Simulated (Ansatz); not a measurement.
# 1T-CrSSe monolayer in a perpendicular field, part 3 of 3

Wanted: the out-of-plane response of the 1T-CrSSe monolayer. A positive field points along +c.

Ansatz 0.2.0; plane-wave DFT, PBE-D3(BJ), Ansatz PAW.

So far. Step 2 (Relaxing the slab): The lattice constant a goes from 3.125 to 3.336 Å. Step 3 (Single point, field 0): The work function of the upper face is 5.70 eV.

### Step 4. Atoms held, field 0.1 V/Å

The input, input.yaml:

```yaml
crystal:
  lattice:
    - [3.3363126583, 0.0, 0.0]
    - [-1.6681563292, 2.8893315171, 0.0]
    - [0.0, 0.0, 20.8760367338]
  atoms:
    - { symbol: Se, position: [0.6666666667, 0.3333333333, 0.4311163136], spin: -0.17 }
    - { symbol: Cr, position: [0.0, 0.0, 0.5084487929], spin: 2.17 }
    - { symbol: S, position: [0.3333333333, 0.6666666667, 0.5688836864], spin: -0.1 }
magnetization:
  spin_polarized: true
kpoints:
  mp_grid: { grid: [18, 18, 1] }
  band_path:
    path: [[0, 0, 0], [0.5, 0, 0], [0.33333333, 0.33333333, 0], [0, 0, 0]]
    npoints: 16
hamiltonian:
  xc: pbe
  dispersion: d3bj
scf:
  occupations: { method: fermi_dirac, width: 0.02585 }
  convergence: { dr2_threshold: 1.0e-10 }
efield:
  axis: 3
  dipole_correction: true
  ramp_position: 0.97
  ramp_width: 0.06
  amplitude: 0.1
output:
  write_potential: true
  write_density: true
  volumetric_format: npy
```

Started as:

```console
$ ansatz run input.yaml --threads 2 --pin off --max-ram 3072MiB --backend cpu --events-out ev --progress --plain --runs-dir out
```

Numbers of over 12 decimals in the logs are rounded to 6 here.

Output:

```text
[...]
Crystal: 3 atoms, lattice volume = 201.239 Å³
Basis set: ecut = 420 eV, 4005 PW (Γ)
Bands: 24, of which v1, the nominal top of the filled ones, is band 18 counted from 1 (17 counted from 0)
Symmetry: 6 space group operations
k-points: 37 of 324 (time reversal used)
[...]
Starting moments: Σ|m| = 2.44 μB on 3 of 3 sites
[...]
k-point 1 ↑: bands = [... 14 lower, -3.0267, -2.6648, -2.6589, -1.7687, -0.6006, -0.4995, 1.5052, 1.6796, ... 2 higher]
  k-point 2 ↑: bands = [... 14 lower, -3.0002, -2.7603, -2.7576, -1.9114, -0.8001, -0.5194, 1.0330, 1.5690, ... 2 higher]
  k-point 36 ↓: bands = [... 14 lower, -4.4182, -3.6519, -3.5888, 0.3856, 0.5709, 0.6529, 1.4947, 1.8840, ... 2 higher]
[key lines of the parts left out:]
SCF converged after 13 iterations
Magnetization: 2.1596 μB (19.0798 up, 16.9202 down)
Free energy (F): -9751.177569 eV
Fermi energy:    -1.383138 eV
Dipole field:    D = 0.012583 V/Å  (p = 0.013993 e·Å, saw-weighted, corrected)
```

Run time: 31 s. Hardware: 2 threads of Arm Neoverse V2, shared host; peak memory 0.71 GiB; 61 s of CPU time.

The dipole is 0.0140 e·Å, 0.0268 e·Å from its value without field.

### Step 5. Single point, field -0.1 V/Å

input.yaml: that of step 4 with these lines changed.

```diff
@@ -27,3 +27,3 @@
   ramp_width: 0.06
-  amplitude: 0.1
+  amplitude: -0.1
 output:
```

Output:

```text
[...]
Crystal: 3 atoms, lattice volume = 201.239 Å³
Basis set: ecut = 420 eV, 4005 PW (Γ)
Bands: 24, of which v1, the nominal top of the filled ones, is band 18 counted from 1 (17 counted from 0)
Symmetry: 6 space group operations
k-points: 37 of 324 (time reversal used)
[...]
Starting moments: Σ|m| = 2.44 μB on 3 of 3 sites
[...]
k-point 1 ↑: bands = [... 14 lower, -2.9959, -2.6528, -2.6479, -1.7762, -0.5895, -0.4869, 1.5170, 1.6915, ... 2 higher]
  k-point 2 ↑: bands = [... 14 lower, -2.9825, -2.7463, -2.7353, -1.9143, -0.7922, -0.5067, 1.0436, 1.5808, ... 2 higher]
  k-point 36 ↓: bands = [... 14 lower, -4.4084, -3.6224, -3.5954, 0.3978, 0.5854, 0.6683, 1.5057, 1.8899, ... 2 higher]
[key lines of the parts left out:]
SCF converged after 13 iterations
Magnetization: 2.1596 μB (19.0798 up, 16.9202 down)
Free energy (F): -9751.180134 eV
Fermi energy:    -1.371306 eV
Dipole field:    D = -0.035638 V/Å  (p = -0.039634 e·Å, saw-weighted, corrected)
```

The job ended after 32 s (2 threads; peak memory 0.71 GiB; 62 s of CPU time).

The dipole is -0.0396 e·Å, -0.0268 e·Å from its value without field.

### Step 6. Response, atoms held

This step: plane-wave DFT, PBE-D3(BJ), Ansatz PAW; response to a field along the normal, atoms held (Ansatz 0.2.0).

The dipoles give the slope, and the difference of two potentials shows where the field is screened.

Numbers from this step:

```yaml
equivalent_conductor_thickness_p_eps_0ae: 5.033 Å
distance_between_the_outer_atoms: 2.876 Å
```

Table of dipole of the cell by applied field:

```
applied field (V/Å)  dipole of the cell (e·Å)
            -0.1000                   -0.0396
             0.0000                   -0.0128
             0.1000                    0.0140
```

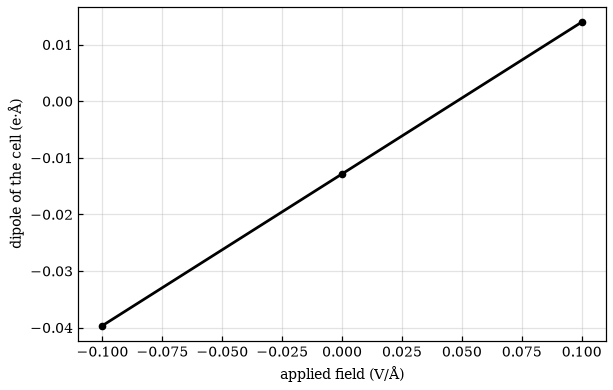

Dipole of the cell against applied field.

The total moment stays at 2.16 μB for applied field from -0.1 to 0.1 V/Å.

Local field over the applied field, running mean. From the potentials at -0.1 and 0.1 V/Å; running mean over 2.5 Å. Local field over applied field against z:

```
z (Å)  local field over applied field
    5                           0.995
    6                           0.960
    7                           0.782
    8                           0.442
    9                           0.131
   10                          0.0331
   11                          0.0482
   12                           0.201
   13                           0.537
   14                           0.859
   15                           0.980
   16                           0.998
```

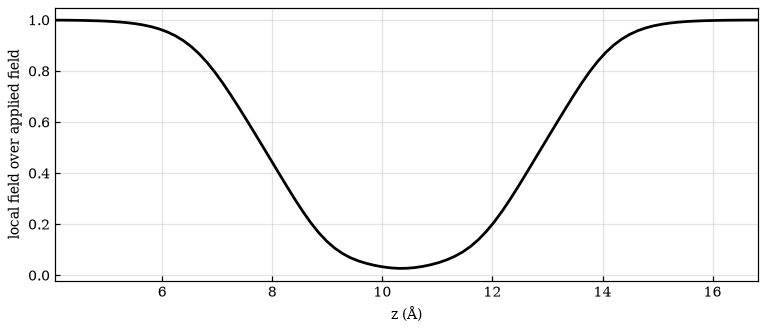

Local field over applied field against z.

Electrons, planar mean, per unit field. The induced electron density by z:

```
z (Å)  induced electron density (e/Å³ per V/Å)
    5                                   2.1e-5
    6                                   1.9e-4
    7                                  0.00128
    8                                  0.00356
    9                                   7.9e-4
   10                                  -9.7e-4
   11                                   4.1e-4
   12                                  -5.7e-4
   13                                 -0.00354
   14                                  -7.4e-4
   15                                  -8.7e-5
   16                                  -8.3e-6
```

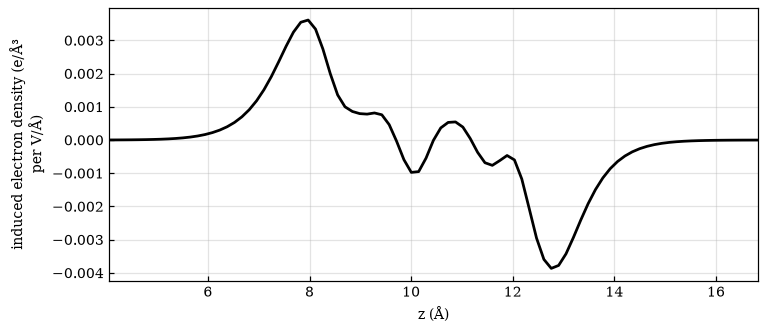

Induced electron density, plotted against z.

By hand: between -0.1 and 0.1 V/Å the dipole changes by 0.05363 e·Å, a slope of 0.2681 e·Å²/V. A perfect conductor of thickness t has p = ε₀AEt, so t = 180.95 × 0.2681 / 9.640 = 5.03 Å (e/ε₀ = 180.95 V·Å, A in Å²).

The induced dipole is that of a conductor 5.03 Å thick.

### Step 7. Outcome

- gap without field: none
- work function, upper face: 5.70 eV
- step between the vacuum levels: 0.241 eV
- equivalent conductor thickness, atoms held: 5.03 Å

In words: The induced dipole equals that of a perfect conductor 5.03 Å thick, while the outer atoms lie 2.88 Å apart. The two faces differ: the vacuum level above lies 0.24 eV higher than the one below. There is no gap over 0.03 eV, with or without the field. For an open d or f shell that can be the fault of a semilocal functional without a Hubbard term. The magnetic order is the one reached from the typed start; other orders were not compared. Spin-orbit coupling is left out.

[Logs are printed without paths, hosts, clocks, repeated set-up lines and the standing remarks that a program may print on its own settings, such as how far it seeks lower states.]

[Hosts, paths, dates, database ids (printed as entryN), source tags and the programs' standing remarks are cut or masked in the printed files.]

[Maps of the electrostatic potential energy from Ansatz leave out the sawtooth potential of an applied field or a dipole correction, so their vacuum need not be flat; planar profiles and work functions include it.]
